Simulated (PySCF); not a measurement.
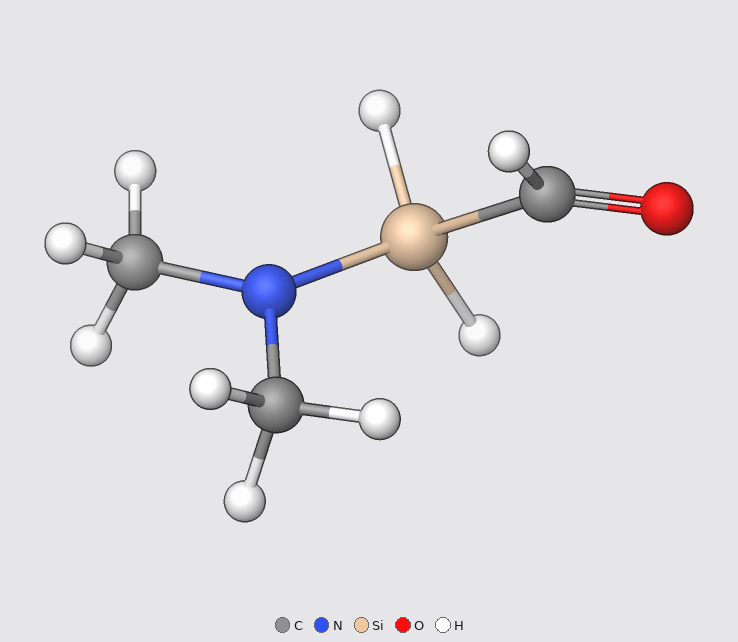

Computed geometry: PBE0-D3(BJ)/def2-SVP optimisation. No frequency run is at hand to confirm it as a minimum.

Draw it as a skeletal formula.

SMILES: CN(C)[SiH2]C=O

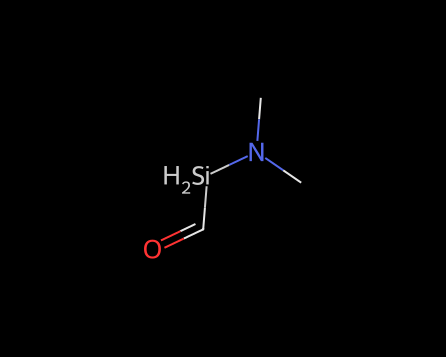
